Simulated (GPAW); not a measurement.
Spin states calculation of CH5AlF (charge −1) (part 1 of 3)

System: CH5AlF, charge −1, SMILES F[CH2][AlH3-].
Method: revPBE/dzp, scalar-relativistic datasets (GPAW 26.7.0).

The geometry comes from this level: GFN2-xTB.

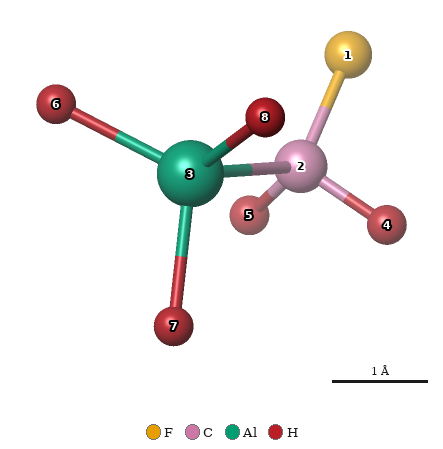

*The structure (ball-and-stick view, seen at a tilt; atoms are numbered from 1 in the order of the input). Sticks mark near contacts.*

Bond lengths as drawn: Al–C 2.07 Å, Al–H 1.61 to 1.62 Å, C–F 1.42 Å and C–H 1.11 Å.

Input file (mol.py)
```python
import numpy as np
from ase import Atoms
from ase.units import Bohr
from gpaw import GPAW

# Geometry
positions_bohr = np.array(
              [[ -2.530324,   2.570217,  -2.067814],
               [ -1.097383,   0.365605,  -1.550048],
               [  1.091959,  -0.271894,   1.636219],
               [  0.117635,   0.159266,  -3.243337],
               [ -2.495119,  -1.183252,  -1.727701],
               [ -0.595736,  -0.322652,   4.156660],
               [  2.158559,  -3.059259,   0.947660],
               [  3.350409,   1.741950,   1.848360]])
molecule = Atoms('FCAlHHHHH', positions=positions_bohr * Bohr)
molecule.set_cell([15.0, 15.0, 15.0])
molecule.center()

energies = {}
for name, charge, unpaired in [('singlet', -1, 0), ('triplet', -1, 2)]:
    molecule.set_initial_magnetic_moments([unpaired / len(molecule)] * len(molecule))
    calc = GPAW(mode='lcao',
                basis='dzp',
                h=0.2,
                xc='revPBE',
                charge=charge,
                occupations={'name': 'fermi-dirac', 'width': 0.0, 'fixmagmom': unpaired > 0},
                maxiter=150,
                symmetry='off',
                txt='-')
    molecule.calc = calc
    energies[name] = molecule.get_potential_energy()
    print(f'{name:10} {energies[name]:12.5f} eV')

lowest = min(energies, key=energies.get)
for name, e in energies.items():
    print(f'{name:10} {e - energies[lowest]:8.3f} eV above the lowest')
```

Hardware: 1 thread of Intel Xeon @ 2.50GHz (Skylake/Cascade Lake), 12 GiB of memory available, shared host.

Launch command:
```bash
python mol.py > mol.log
```

What the program printed
```
__  _  _
 | _ |_)|_||  |
 |__||  | ||/\| - 26.7.0

units:  Angstrom and eV
cores:  1
OpenMP: False

Versions:
  Python: 3.12.14
  ASE:    3.29.0
  Numpy:  2.5.5
  Scipy:  1.18.1
  Libxc:  7.0.0

        _gpaw.cpython-312-x86_64-linux-gnu.so

Input parameters:
  mode=LCAO(),
  basis={'default': 'dzp'},
  charge=-1,
  h=0.2,
  maxiter=150,
  occupations=Occupations(name='fermi-dirac', width=0.0, fixmagmom=False),
  symmetry=Symmetry(point_group=False, time_reversal=False),
  xc=XC(name='revPBE')
          .------------------------------------.
         /|                                    |
        / |                                    |
       /  |                                    |
      /   |                                    |
     /    |                                    |
    /     |                                    |
   /      |                                    |
  /       |                                    |
 *        |                                    |
 |        |                                    |
 |        |            H                       |
 |        |                 H                  |
 |        |              Al                    |
 |        |          F   H                     |
 |        |         H C                        |
 |        |             H                      |
 |        |                                    |
 |        .------------------------------------.
 |       /                                    /
 |      /                                    /
 |     /                                    /
 |    /                                    /
 |   /                                    /
 |  /                                    /
 | /                                    /
 |/                                    /
 *------------------------------------*

Atoms  # Å, Bohr magnetons
|   | symbol |        x |        y |        z |    initial magnetic moments |
|---|--------|----------|----------|----------|-----------------------------|
| 0 |      F | 5.944025 | 8.989495 | 6.164105 | ( 0.0000,  0.0000,  0.0000) |
| 1 |      C | 6.702305 | 7.822865 | 6.438095 | ( 0.0000,  0.0000,  0.0000) |
| 2 |     Al | 7.860855 | 7.485515 | 8.124195 | ( 0.0000,  0.0000,  0.0000) |
| 3 |      H | 7.345265 | 7.713675 | 5.542045 | ( 0.0000,  0.0000,  0.0000) |
| 4 |      H | 5.962655 | 7.003245 | 6.344085 | ( 0.0000,  0.0000,  0.0000) |
| 5 |      H | 6.967765 | 7.458655 | 9.457955 | ( 0.0000,  0.0000,  0.0000) |
| 6 |      H | 8.425275 | 6.010505 | 7.759825 | ( 0.0000,  0.0000,  0.0000) |
| 7 |      H | 9.055975 | 8.551195 | 8.236455 | ( 0.0000,  0.0000,  0.0000) |

Unit cell  # Å
| periodic |         x |         y |         z |   lengths |    angles |
|----------|-----------|-----------|-----------|-----------|-----------|
|       no | 15.000000 |  0.000000 |  0.000000 | 15.000000 | 90.000000 |
|       no |  0.000000 | 15.000000 |  0.000000 | 15.000000 | 90.000000 |
|       no |  0.000000 |  0.000000 | 15.000000 | 15.000000 | 90.000000 |

Number of symmetries: 1
Symmetry operations  # r_c * U_cc + t_c -> r_c
|   | kind |            matrix            |
|---|------|------------------------------|
| 0 |  E   |  1, 0, 0,  0, 1, 0,  0, 0, 1 |

BZ-sampling:
  Number of BZ points: 1
  Number of IBZ points: 1

  Monkhorst-Pack size: [1, 1, 1]
  Monkhorst-Pack shift: [0, 0, 0]

K-points  # in reciprocal-cell coordinates
|   |                                coordinates |     weight |
|---|--------------------------------------------|------------|
| 0 | (  0.00000000,   0.00000000,   0.00000000) | 1.00000000 |

basis functions: 64
Spin-components: 1 (collinear spins)
Bands:           16
Projectors:      30
Spin-degeneracy: 2
Datatype:        <class 'float'>

  Storage: CPU
  Wave functions: 8_192 bytes (8_192 per core)

Parallelization:
  kpt:    1
  domain: 1
  band:   1

Density:
  Valence electrons: 19.0
  Components: 1
  Grid points: [76 76 76]
  Charge: -1.0  # |e|

Potential:
  Grid points: [76 76 76]

species:
  F:
    name:    Fluorine
    Z:       9.0
    valence: 7
    core:    2
    charge:  0.0  # [|e|]
    file:    F.revPBE.gz
    compensation charges:
      type: gauss
      rc: 0.20  # [Å]
      lmax: 2
    cutoffs:
      filter: 1.14  # [Å]
      core: 0.74  # [Å]
    projectors
    | kind |    occ | energy [eV] | rcut [Å] |
    |------|--------|-------------|----------|
    |   2s |  2.000 |     -29.933 |    0.635 |
    |   2p |  5.000 |     -11.043 |    0.635 |
    |    s |        |      -2.721 |    0.635 |
    |    p |        |      16.168 |    0.635 |
    |    d |        |       0.000 |    0.635 |

    LCAO basis set for F:
      Name: dzp
      File: F.dzp.basis.gz
      Number of radial functions: 5
      Number of spherical harmonics: 13
        l=0, rc=3.8594 Bohr: 2s-sz confined orbital
        l=1, rc=4.8750 Bohr: 2p-sz confined orbital
        l=0, rc=2.0156 Bohr: 2s-dz split-valence wave
        l=1, rc=2.6094 Bohr: 2p-dz split-valence wave
        l=2, rc=4.8750 Bohr: d-type Gaussian polarization
      Number of RI-basis functions 0

  C:
    name:    Carbon
    Z:       6.0
    valence: 4
    core:    2
    charge:  0.0  # [|e|]
    file:    C.revPBE.gz
    compensation charges:
      type: gauss
      rc: 0.20  # [Å]
      lmax: 2
    cutoffs:
      filter: 1.14  # [Å]
      core: 1.14  # [Å]
    projectors
    | kind |    occ | energy [eV] | rcut [Å] |
    |------|--------|-------------|----------|
    |   2s |  2.000 |     -13.783 |    0.635 |
    |   2p |  2.000 |      -5.237 |    0.635 |
    |    s |        |      13.429 |    0.635 |
    |    p |        |      21.974 |    0.635 |
    |    d |        |       0.000 |    0.635 |

    LCAO basis set for C:
      Name: dzp
      File: C.dzp.basis.gz
      Number of radial functions: 5
      Number of spherical harmonics: 13
        l=0, rc=5.5469 Bohr: 2s-sz confined orbital
        l=1, rc=6.6719 Bohr: 2p-sz confined orbital
        l=0, rc=3.0312 Bohr: 2s-dz split-valence wave
        l=1, rc=3.7500 Bohr: 2p-dz split-valence wave
        l=2, rc=6.6719 Bohr: d-type Gaussian polarization
      Number of RI-basis functions 0

  Al:
    name:    Aluminium
    Z:       13.0
    valence: 3
    core:    10
    charge:  0.0  # [|e|]
    file:    Al.revPBE.gz
    compensation charges:
      type: gauss
      rc: 0.34  # [Å]
      lmax: 2
    cutoffs:
      filter: 1.91  # [Å]
      core: 2.36  # [Å]
    projectors
    | kind |    occ | energy [eV] | rcut [Å] |
    |------|--------|-------------|----------|
    |   3s |  2.000 |      -7.723 |    1.085 |
    |   3p |  1.000 |      -2.699 |    1.085 |
    |    s |        |      19.489 |    1.085 |
    |    p |        |      24.513 |    1.085 |
    |    d |        |       0.000 |    1.085 |

    LCAO basis set for Al:
      Name: dzp
      File: Al.dzp.basis.gz
      Number of radial functions: 5
      Number of spherical harmonics: 13
        l=0, rc=7.8750 Bohr: 3s-sz confined orbital
        l=1, rc=10.4219 Bohr: 3p-sz confined orbital
        l=0, rc=4.6094 Bohr: 3s-dz split-valence wave
        l=1, rc=6.2812 Bohr: 3p-dz split-valence wave
        l=2, rc=10.4219 Bohr: d-type Gaussian polarization
      Number of RI-basis functions 0

  H:
    name:    Hydrogen
    Z:       1.0
    valence: 1
    core:    0
    charge:  0.0  # [|e|]
    file:    H.revPBE.gz
    compensation charges:
      type: gauss
      rc: 0.15  # [Å]
      lmax: 2
    cutoffs:
      filter: 0.85  # [Å]
      core: 0.53  # [Å]
    projectors
    | kind |    occ | energy [eV] | rcut [Å] |
    |------|--------|-------------|----------|
    |   1s |  1.000 |      -6.547 |    0.476 |
    |    s |        |      20.664 |    0.476 |
    |    p |        |       0.000 |    0.476 |

    LCAO basis set for H:
      Name: dzp
      File: H.dzp.basis.gz
      Number of radial functions: 3
      Number of spherical harmonics: 5
        l=0, rc=6.4219 Bohr: 1s-sz confined orbital
        l=0, rc=3.6094 Bohr: 1s-dz split-valence wave
        l=1, rc=6.4219 Bohr: p-type Gaussian polarization
      Number of RI-basis functions 0

Reference energy: -10413.774084  # eV

eigensolver:
  <gpaw.new.lcao.eigensolver.LCAOEigensolver object at 0x78962e4756a0>
density mixing:
  MSR1-Mixer
  Pratt-step length: 0.05
  Maximum mixing coefficient: 0.75
  Old densities: 10
  SVD Regularization: 0.005
  Good broyden scale: 1.0
  Trust region scale: 1.0
  Backstep threshold: 4.0
  History deletion threshold: 6.0
  Fourier metric: weight=20.0, sigma=0.015

occupation numbers:
  # Zero width

FastPoissonSolver using
    Stencil: 6*3+1=19 point O(h^6) finite-difference Laplacian
    FFT axes: []
    FST axes: [np.int64(0), np.int64(1), np.int64(2)]

xc functional:
  name: revPBE with 2 nearest neighbor stencil
interpolation: tri-quintic # 5. degree polynomial

          .------------------------------------.
         /|                                    |
        / |                                    |
       /  |                                    |
      /   |                                    |
     /    |                                    |
    /     |                                    |
   /      |                                    |
  /       |                                    |
 *        |                                    |
 |        |                                    |
 |        |            H                       |
 |        |                 H                  |
 |        |              Al                    |
 |        |          F   H                     |
 |        |         H C                        |
 |        |             H                      |
 |        |                                    |
 |        .------------------------------------.
 |       /                                    /
 |      /                                    /
 |     /                                    /
 |    /                                    /
 |   /                                    /
 |  /                                    /
 | /                                    /
 |/                                    /
 *------------------------------------*

Atoms  # Å, Bohr magnetons
|   | symbol |        x |        y |        z |    initial magnetic moments |
|---|--------|----------|----------|----------|-----------------------------|
| 0 |      F | 5.944025 | 8.989495 | 6.164105 | ( 0.0000,  0.0000,  0.0000) |
| 1 |      C | 6.702305 | 7.822865 | 6.438095 | ( 0.0000,  0.0000,  0.0000) |
| 2 |     Al | 7.860855 | 7.485515 | 8.124195 | ( 0.0000,  0.0000,  0.0000) |
| 3 |      H | 7.345265 | 7.713675 | 5.542045 | ( 0.0000,  0.0000,  0.0000) |
| 4 |      H | 5.962655 | 7.003245 | 6.344085 | ( 0.0000,  0.0000,  0.0000) |
| 5 |      H | 6.967765 | 7.458655 | 9.457955 | ( 0.0000,  0.0000,  0.0000) |
| 6 |      H | 8.425275 | 6.010505 | 7.759825 | ( 0.0000,  0.0000,  0.0000) |
| 7 |      H | 9.055975 | 8.551195 | 8.236455 | ( 0.0000,  0.0000,  0.0000) |

Unit cell  # Å
| periodic |         x |         y |         z |   lengths |    angles |
|----------|-----------|-----------|-----------|-----------|-----------|
|       no | 15.000000 |  0.000000 |  0.000000 | 15.000000 | 90.000000 |
|       no |  0.000000 | 15.000000 |  0.000000 | 15.000000 | 90.000000 |
|       no |  0.000000 |  0.000000 | 15.000000 | 15.000000 | 90.000000 |

Number of symmetries: 1
Symmetry operations  # r_c * U_cc + t_c -> r_c
|   | kind |            matrix            |
|---|------|------------------------------|
| 0 |  E   |  1, 0, 0,  0, 1, 0,  0, 0, 1 |

BZ-sampling:
  Number of BZ points: 1
  Number of IBZ points: 1

  Monkhorst-Pack size: [1, 1, 1]
  Monkhorst-Pack shift: [0, 0, 0]

K-points  # in reciprocal-cell coordinates
|   |                                coordinates |     weight |
|---|--------------------------------------------|------------|
| 0 | (  0.00000000,   0.00000000,   0.00000000) | 1.00000000 |

basis functions: 64
Spin-components: 1 (collinear spins)
Bands:           16
Projectors:      30
Spin-degeneracy: 2
Datatype:        <class 'float'>

  Storage: CPU
  Wave functions: 8_192 bytes (8_192 per core)

Parallelization:
  kpt:    1
  domain: 1
  band:   1

Density:
  Valence electrons: 19.0
  Components: 1
  Grid points: [76 76 76]
  Charge: -1.0  # |e|

Potential:
  Grid points: [76 76 76]

species:
  F:
    name:    Fluorine
    Z:       9.0
    valence: 7
    core:    2
    charge:  0.0  # [|e|]
    file:    F.revPBE.gz
    compensation charges:
      type: gauss
      rc: 0.20  # [Å]
      lmax: 2
    cutoffs:
      filter: 1.14  # [Å]
      core: 0.74  # [Å]
    projectors
    | kind |    occ | energy [eV] | rcut [Å] |
    |------|--------|-------------|----------|
    |   2s |  2.000 |     -29.933 |    0.635 |
    |   2p |  5.000 |     -11.043 |    0.635 |
    |    s |        |      -2.721 |    0.635 |
    |    p |        |      16.168 |    0.635 |
    |    d |        |       0.000 |    0.635 |
```
